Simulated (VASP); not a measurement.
# How number of MPI ranks and smearing change a VASP run on TaSi2

A convergence test on TaSi2: the number of MPI ranks and smearing. The series runs use LDA. The number of MPI ranks tried: 1 ranks; 2 ranks; 4 ranks; 8 ranks. The smearing tried: ISMEAR = -1, SIGMA = 0.01; ISMEAR = -1, SIGMA = 0.05; ISMEAR = -1, SIGMA = 0.1; ISMEAR = -1, SIGMA = 0.2; ISMEAR = -1, SIGMA = 0.5; ISMEAR = 2, SIGMA = 0.01; ISMEAR = 2, SIGMA = 0.05; ISMEAR = 2, SIGMA = 0.1; ISMEAR = 2, SIGMA = 0.2; ISMEAR = 2, SIGMA = 0.5; ISMEAR = -5. The start is a cell from a database of measured crystal structures.

Main program and level: VASP 6.6.1; LDA; plane waves and PAW (Ta_pv, Si).

The database entry behind the starting cell has ideal inner coordinates that were not refined, so it need not match the best structure at ambient conditions.

### Step 1. The structure

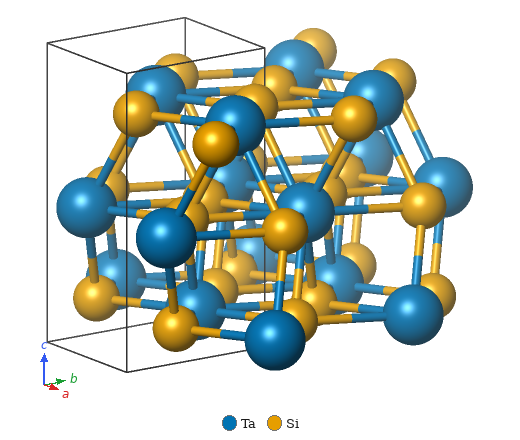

The cell as given, slightly off an axis (tantalum blue, silicon orange). 2×2×1 cells are drawn. Some periodic images of atoms are drawn too.

As a file:

```cif
data_structure
_symmetry_space_group_name_H-M 'P 1'
_symmetry_Int_Tables_number 1
_cell_length_a 4.7800
_cell_length_b 4.7800
_cell_length_c 6.5640
_cell_angle_alpha 90.000
_cell_angle_beta 90.000
_cell_angle_gamma 120.000
_cell_volume 129.88
loop_
_atom_site_label
_atom_site_type_symbol
_atom_site_fract_x
_atom_site_fract_y
_atom_site_fract_z
_atom_site_occupancy
Ta1 Ta 0.50000 0.00000 0.50000 1
Ta2 Ta 0.50000 0.50000 0.83333 1
Ta3 Ta 0.00000 0.50000 0.16667 1
Si4 Si 0.16665 0.33330 0.50000 1
Si5 Si 0.83335 0.16665 0.83333 1
Si6 Si 0.66670 0.83335 0.16667 1
Si7 Si 0.83335 0.66670 0.50000 1
Si8 Si 0.16665 0.83335 0.83333 1
Si9 Si 0.33330 0.16665 0.16667 1
```

### Step 2. Number of MPI ranks: 1 ranks

The same run on more MPI ranks shows how well it scales. LDA, the lowest rung, knows the local density alone.

File INCAR:

```
SYSTEM = TaSi2
PREC = Accurate
ENCUT = 400
EDIFF = 1E-06
NELM = 100
ISMEAR = -1
SIGMA = 0.05
LREAL = .FALSE.
ALGO = Normal
GGA = CA
NBANDS = 37
LASPH = .TRUE.
LORBIT = 11
LWAVE = .FALSE.
LCHARG = .FALSE.
ISIF = 2
```

File POSCAR:

```
TaSi2
1.0
    4.7800000000      0.0000000000      0.0000000000
   -2.3900000000      4.1396014301      0.0000000000
    0.0000000000      0.0000000000      6.5640000000
Ta Si
3 6
Direct
    0.5000000000      0.0000000000      0.5000000000
    0.5000000000      0.5000000000      0.8333333333
    0.0000000000      0.5000000000      0.1666666667
    0.1666500000      0.3333000000      0.5000000000
    0.8333500000      0.1666500000      0.8333333333
    0.6667000000      0.8333500000      0.1666666667
    0.8333500000      0.6667000000      0.5000000000
    0.1666500000      0.8333500000      0.8333333333
    0.3333000000      0.1666500000      0.1666666667
```

File KPOINTS:

```
Automatic mesh
0
Gamma
6 6 4
0 0 0
```

PAW data sets: Ta_pv and Si (PBE family, release 64).

The run is started by

```bash
> mpirun -np 1 vasp_std
```

The log of the run:

```text
[banner, memory and clock lines left out]
running    1 mpi-ranks, on    1 nodes
 distrk:  each k-point on    1 cores,    1 groups
 distr:  one band on    1 cores,    1 groups

 POSCAR found type information on POSCAR TaSi
 POSCAR found :  2 types and       9 ions
|                                                                             |
|               ----> ADVICE to this user running VASP <----                  |
|                                                                             |
|     You enforced a specific xc type in the INCAR file but a different       |
|     [... a line on the potential file left out ...]
|     I HOPE YOU KNOW WHAT YOU ARE DOING!                                     |
|                                                                             |

 LDA part: xc-table for (Slater(with rela. corr.)+CA(PZ))
 , standard interpolation
 POSCAR, INCAR and KPOINTS ok, starting setup
 FFT: planning ... GRIDC
 FFT: planning ... GRID_SOFT
 FFT: planning ... GRID
 WAVECAR not read
 entering main loop
       N       E                     dE             d eps       ncg     rms          rms(c)
DAV:   1     0.337890812915E+03    0.33789E+03   -0.24392E+04  1586   0.119E+03
DAV:   2    -0.640321109635E+02   -0.40192E+03   -0.39273E+03  1814   0.330E+02
DAV:   3    -0.810074159239E+02   -0.16975E+02   -0.16665E+02  1975   0.617E+01
DAV:   4    -0.813152863578E+02   -0.30787E+00   -0.30577E+00  1988   0.827E+00
DAV:   5    -0.813200083680E+02   -0.47220E-02   -0.47160E-02  1926   0.103E+00    0.324E+01
DAV:   6    -0.792616568524E+02    0.20584E+01   -0.80097E+00  1955   0.131E+01    0.146E+01
DAV:   7    -0.789906236907E+02    0.27103E+00   -0.54103E-01  1916   0.355E+00    0.444E+00
DAV:   8    -0.789625048289E+02    0.28119E-01   -0.57036E-02  1970   0.112E+00    0.359E-01
DAV:   9    -0.789614492076E+02    0.10556E-02   -0.37690E-03  2012   0.313E-01    0.178E-01
DAV:  10    -0.789612788065E+02    0.17040E-03   -0.55186E-04  1949   0.137E-01    0.541E-02
DAV:  11    -0.789612749981E+02    0.38084E-05   -0.30183E-05  1996   0.277E-02    0.149E-02
DAV:  12    -0.789612742209E+02    0.77722E-06   -0.45570E-06  1716   0.113E-02
   1 F= -.78961274E+02 E0= -.78943955E+02  d E =-.346393E-01
```

Elapsed: 49 s, on 1 MPI rank of Intel Xeon Platinum 8375C at 2.90GHz (Ice Lake), shared host; peak memory 0.2 GiB.

The logs omit lines about the potential files and the build; timing stands in the text.

Parts of OUTCAR (step 2):

```text
ion  position               nearest neighbor table
   1  0.500  0.000  0.500-   6 2.59   9 2.59   8 2.59   5 2.59   4 2.76   7 2.76   7 2.76   4 2.76
                             4 2.76   7 2.76   2 3.24   2 3.24   3 3.24   3 3.24
   2  0.500  0.500  0.833-   4 2.59   7 2.59   6 2.59   9 2.59   8 2.76   5 2.76   8 2.76   5 2.76
                             8 2.76   5 2.76   1 3.24   1 3.24   3 3.24   3 3.24
   3  0.000  0.500  0.167-   4 2.59   7 2.59   5 2.59   8 2.59   6 2.76   9 2.76   9 2.76   6 2.76
                             6 2.76   9 2.76   1 3.24   1 3.24   2 3.24   2 3.24
   4  0.167  0.333  0.500-   5 2.59   9 2.59   3 2.59   2 2.59   7 2.76   1 2.76   1 2.76   1 2.76
                             7 2.76   7 2.76
   5  0.833  0.167  0.833-   4 2.59   6 2.59   1 2.59   3 2.59   8 2.76   2 2.76   2 2.76   2 2.76
                             8 2.76   8 2.76
   6  0.667  0.833  0.167-   7 2.59   5 2.59   1 2.59   2 2.59   9 2.76   3 2.76   3 2.76   3 2.76
                             9 2.76   9 2.76
   7  0.833  0.667  0.500-   8 2.59   6 2.59   3 2.59   2 2.59   4 2.76   1 2.76   1 2.76   1 2.76
                             4 2.76   4 2.76
   8  0.167  0.833  0.833-   7 2.59   9 2.59   1 2.59   3 2.59   5 2.76   2 2.76   2 2.76   2 2.76
                             5 2.76   5 2.76
   9  0.333  0.167  0.167-   4 2.59   8 2.59   1 2.59   2 2.59   6 2.76   3 2.76   3 2.76   3 2.76
                             6 2.76   6 2.76

  LATTYP: Found a hexagonal cell.
 ALAT       =     4.7800000000
 C/A-ratio  =     1.3732217573

 Subroutine GETGRP returns: Found 12 space group operations
 (whereof  4 operations were pure point group operations)

The static configuration has the point symmetry D_2 .
 The point group associated with its full space group is D_6 .

 Found     21 irreducible k-points:

   k-points           NKPTS =     21   k-points in BZ     NKDIM =     21   number of bands    NBANDS=     37

   dimension x,y,z NGX =    32 NGY =   32 NGZ =   48
   dimension x,y,z NGXF=    64 NGYF=   64 NGZF=   96

   ENCUT  =  400.0 eV  29.40 Ry    5.42 a.u.   7.79  7.79 10.70*2*pi/ulx,y,z

   NELECT =      57.0000    total number of electrons

 k-points in reciprocal lattice and weights: Automatic mesh
   0.00000000  0.00000000  0.00000000       0.007
   0.16666667  0.00000000  0.00000000       0.042
   0.33333333  0.00000000  0.00000000       0.042
   0.50000000  0.00000000  0.00000000       0.021
   0.16666667  0.16666667  0.00000000       0.042
   0.33333333  0.16666667  0.00000000       0.083
   0.33333333  0.33333333  0.00000000       0.014
   0.00000000  0.00000000  0.25000000       0.014
   0.16666667  0.00000000  0.25000000       0.083
[...]
0.33333333  0.16666667  0.50000000       0.083
   0.33333333  0.33333333  0.50000000       0.014

 average (electrostatic) potential at core
       1 -32.8482       2 -32.8482       3 -32.8482       4 -79.8023       5 -79.8023
       6 -79.8023       7 -79.8023       8 -79.8023       9 -79.8023

 E-fermi :   9.1417

 k-point     1 :       0.0000    0.0000    0.0000
  band No.  band energies     occupation
    ...
     25       6.6608      2.00000
     26       6.9173      2.00000
     27       6.9173      2.00000
     28       6.9499      2.00000
     29       7.4493      2.00000
     30       9.7116      0.00002
     31      12.3024      0.00000
     32      12.3024      0.00000
     33      12.5447      0.00000
     34      12.6673      0.00000
    ...

 k-point     2 :       0.1667    0.0000    0.0000
  band No.  band energies     occupation
    ...
     25       6.9053      2.00000
     26       7.0077      2.00000
     27       7.1264      2.00000
     28       7.3578      2.00000
     29       7.4637      2.00000
     30       9.6848      0.00004
     31      11.3879      0.00000
     32      11.7978      0.00000
     33      12.1585      0.00000
     34      12.3820      0.00000
    ...

 k-point     3 :       0.3333    0.0000    0.0000
  band No.  band energies     occupation
    ...
     26       7.5589      2.00000
     27       7.8959      2.00000
     28       8.3972      2.00000
     29       8.4176      2.00000
     30       9.1049      1.35211
     31      10.7896      0.00000
     32      11.1663      0.00000
     33      11.3469      0.00000
     34      11.8174      0.00000
     35      12.0174      0.00000
    ...

  Total       -3.2837916     -3.2837916     -1.3600999     -0.0000000      0.0000000      0.0000000
  in kB      -40.5071016    -40.5071016    -16.7774673     -0.0000000      0.0000000      0.0000000
  external PRESSURE =     -32.5972235 kB  Pullay stress =       0.0000000 kB

  energy-cutoff  :      400.00
  volume of cell :      129.88
      direct lattice vectors                 reciprocal lattice vectors
     4.780000000  0.000000000  0.000000000     0.209205021  0.120784575  0.000000000
    -2.390000000  4.139601430  0.000000000     0.000000000  0.241569150  0.000000000
     0.000000000  0.000000000  6.564000000     0.000000000  0.000000000  0.152346130

 POSITION                                       TOTAL-FORCE (eV/Angst)
 -----------------------------------------------------------------------------------
      2.39000      0.00000      3.28200        -0.000000      0.000000      0.000000
      1.19500      2.06980      5.47000        -0.000000      0.000000     -0.000000
     -1.19500      2.06980      1.09400        -0.000000      0.000000     -0.000000
     -0.00000      1.37973      3.28200        -0.000000     -0.676071      0.000000
      3.58512      0.68986      5.47000         0.585495     -0.338036      0.000000
      1.19512      3.44974      1.09400         0.585495      0.338036      0.000000
      2.39000      2.75987      3.28200        -0.000000      0.676071     -0.000000
     -1.19512      3.44974      5.47000        -0.585495      0.338036     -0.000000
      1.19488      0.68986      1.09400        -0.585495     -0.338036      0.000000
 -----------------------------------------------------------------------------------
    total drift:                               -0.000000      0.000000      0.000000

  FREE ENERGIE OF THE ION-ELECTRON SYSTEM (eV)
  ---------------------------------------------------
  free  energy   TOTEN  =       -78.9612742209 eV

  energy  without entropy=      -78.9266349015  energy(sigma->0) =      -78.94395456

 total charge
# of ion       s       p       d       tot
------------------------------------------
    1        0.286   6.193   2.577   9.056
    2        0.286   6.193   2.577   9.056
    3        0.286   6.193   2.577   9.056
    4        0.757   0.881   0.000   1.638
    5        0.757   0.881   0.000   1.638
    6        0.757   0.881   0.000   1.638
    7        0.757   0.881   0.000   1.638
    8        0.757   0.881   0.000   1.638
    9        0.757   0.881   0.000   1.638
--------------------------------------------------
tot          5.401  23.862   7.731  36.994

[... 3 further parts left out ...]
```

This run has no spin polarisation. Its electron count is odd, so without a moment it is a metal by construction. The k-mesh is coarse for a metal. The PAW data sets were made with PBE, though LDA sets exist; this is a small mismatch.

Numbers from this step:

* electronic steps: 12
* electrons: 57
* bands: 37
* irreducible k points: 21
* symmetry operations: 12
* free energy (TOTEN): -78.9613 eV
* energy at zero smearing: -78.9440 eV
* Fermi energy: 9.142 eV
* pressure: -3.260 GPa
* metallic: yes

The series starts at -8.7716 eV an atom and -3.26 GPa, after 12 cycles in 49 s.

### Step 3. Number of MPI ranks: 2 ranks

Edit INCAR of step 2 so:

```diff
@@ -15,2 +15,3 @@
 LCHARG = .FALSE.
+KPAR = 2
 ISIF = 2
```

POSCAR is that of step 2.

KPOINTS is that of step 2.

The run is started by

```bash
> mpirun -np 2 vasp_std
```

The log of the run:

```text
[banner, memory and clock lines left out]
running    2 mpi-ranks, on    1 nodes
[...]
[... a notice as in an earlier step ...]

 LDA part: xc-table for (Slater(with rela. corr.)+CA(PZ))
 , standard interpolation
 POSCAR, INCAR and KPOINTS ok, starting setup
[...]
entering main loop
       N       E                     dE             d eps       ncg     rms          rms(c)
[... 5 cycles as in an earlier step ...]
DAV:   6    -0.792616568522E+02    0.20584E+01   -0.80097E+00  1955   0.131E+01    0.146E+01
DAV:   7    -0.789906236906E+02    0.27103E+00   -0.54103E-01  1916   0.355E+00    0.444E+00
DAV:   8    -0.789625048292E+02    0.28119E-01   -0.57036E-02  1970   0.112E+00    0.359E-01
DAV:   9    -0.789614492081E+02    0.10556E-02   -0.37690E-03  2012   0.313E-01    0.178E-01
DAV:  10    -0.789612788069E+02    0.17040E-03   -0.55186E-04  1949   0.137E-01    0.541E-02
DAV:  11    -0.789612749976E+02    0.38093E-05   -0.30183E-05  1996   0.277E-02    0.149E-02
DAV:  12    -0.789612742209E+02    0.77672E-06   -0.45570E-06  1716   0.113E-02
   1 F= -.78961274E+02 E0= -.78943955E+02  d E =-.346393E-01
```

Wall time 28 s (2 MPI ranks); peak memory 0.38 GiB.

From OUTCAR (step 3):

```text
  Total       -3.2837916     -3.2837916     -1.3600999     -0.0000000      0.0000000      0.0000000
  in kB      -40.5071019    -40.5071019    -16.7774670     -0.0000000      0.0000000      0.0000000
  external PRESSURE =     -32.5972236 kB  Pullay stress =       0.0000000 kB

 POSITION                                       TOTAL-FORCE (eV/Angst)
 -----------------------------------------------------------------------------------
      2.39000      0.00000      3.28200        -0.000000      0.000000      0.000000
      1.19500      2.06980      5.47000        -0.000000      0.000000      0.000000
     -1.19500      2.06980      1.09400        -0.000000      0.000000     -0.000000
     -0.00000      1.37973      3.28200        -0.000000     -0.676071      0.000000
      3.58512      0.68986      5.47000         0.585495     -0.338036     -0.000000
      1.19512      3.44974      1.09400         0.585495      0.338036     -0.000000
      2.39000      2.75987      3.28200        -0.000000      0.676071      0.000000
     -1.19512      3.44974      5.47000        -0.585495      0.338036      0.000000
      1.19488      0.68986      1.09400        -0.585495     -0.338036     -0.000000
 -----------------------------------------------------------------------------------
    total drift:                               -0.000000      0.000000      0.000000

  energy  without entropy=      -78.9266349016  energy(sigma->0) =      -78.94395456

[... 3 parts as in an earlier step ...]

[... 1 further part left out ...]
[key lines of the parts left out:]
E-fermi :   9.1417
```

Against the first of the series the energy stays within 0.01 meV an atom and the pressure within 0.01 GPa, after 12 cycles in 28 s.

### Step 4. Number of MPI ranks: 4 ranks

Edit INCAR of step 3 so:

```diff
@@ -15,3 +15,3 @@
 LCHARG = .FALSE.
-KPAR = 2
+KPAR = 4
 ISIF = 2
```

POSCAR is that of step 3.

KPOINTS is that of step 3.

The run is started by

```bash
> mpirun -np 4 vasp_std
```

The log of the run:

```text
[banner, memory and clock lines left out]
running    4 mpi-ranks, on    1 nodes
[...]
[... a notice as in an earlier step ...]

 LDA part: xc-table for (Slater(with rela. corr.)+CA(PZ))
 , standard interpolation
 POSCAR, INCAR and KPOINTS ok, starting setup
[...]
entering main loop
       N       E                     dE             d eps       ncg     rms          rms(c)
[... 6 cycles as in an earlier step ...]
DAV:   7    -0.789906236922E+02    0.27103E+00   -0.54103E-01  1916   0.355E+00    0.444E+00
DAV:   8    -0.789625048288E+02    0.28119E-01   -0.57036E-02  1970   0.112E+00    0.359E-01
DAV:   9    -0.789614492075E+02    0.10556E-02   -0.37690E-03  2012   0.313E-01    0.178E-01
DAV:  10    -0.789612788066E+02    0.17040E-03   -0.55186E-04  1949   0.137E-01    0.541E-02
DAV:  11    -0.789612749985E+02    0.38081E-05   -0.30183E-05  1996   0.277E-02    0.149E-02
DAV:  12    -0.789612742217E+02    0.77683E-06   -0.45570E-06  1716   0.113E-02
   1 F= -.78961274E+02 E0= -.78943955E+02  d E =-.346393E-01
```

The job ended after 19 s (4 MPI ranks; peak memory 0.79 GiB; 74 s of CPU time).

Parts of OUTCAR (step 4):

```text
  Total       -3.2837916     -3.2837916     -1.3600999      0.0000000      0.0000000      0.0000000
  in kB      -40.5071017    -40.5071018    -16.7774672      0.0000000      0.0000000      0.0000000
  external PRESSURE =     -32.5972236 kB  Pullay stress =       0.0000000 kB

 POSITION                                       TOTAL-FORCE (eV/Angst)
 -----------------------------------------------------------------------------------
      2.39000      0.00000      3.28200        -0.000000     -0.000000      0.000000
      1.19500      2.06980      5.47000        -0.000000     -0.000000     -0.000000
     -1.19500      2.06980      1.09400        -0.000000     -0.000000      0.000000
     -0.00000      1.37973      3.28200        -0.000000     -0.676071      0.000000
      3.58512      0.68986      5.47000         0.585495     -0.338036      0.000000
      1.19512      3.44974      1.09400         0.585495      0.338036      0.000000
      2.39000      2.75987      3.28200        -0.000000      0.676071      0.000000
     -1.19512      3.44974      5.47000        -0.585495      0.338036      0.000000
      1.19488      0.68986      1.09400        -0.585495     -0.338036      0.000000
 -----------------------------------------------------------------------------------
    total drift:                               -0.000000      0.000000      0.000000

  FREE ENERGIE OF THE ION-ELECTRON SYSTEM (eV)
  ---------------------------------------------------
  free  energy   TOTEN  =       -78.9612742217 eV

  energy  without entropy=      -78.9266349023  energy(sigma->0) =      -78.94395456

[... 2 parts as in an earlier step ...]

[... 1 further part left out ...]
[key lines of the parts left out:]
E-fermi :   9.1417
```

Against the first of the series the energy stays within 0.01 meV an atom and the pressure within 0.01 GPa, after 12 cycles in 19 s.

(Part 1 of 4 ends here.)

[Lines on the potential files, build, host, timing and source positions are cut from VASP's logs without a mark.]

[Logs are printed without paths, hosts, clocks, repeated set-up lines and the standing remarks that a program may print on its own settings, such as how far it seeks lower states.]

[Hosts, paths, dates, database ids (printed as entryN), source tags and the programs' standing remarks are cut or masked in the printed files.]

[A measured line is paired with the nearest computed mode of its activity, which favours agreement.]
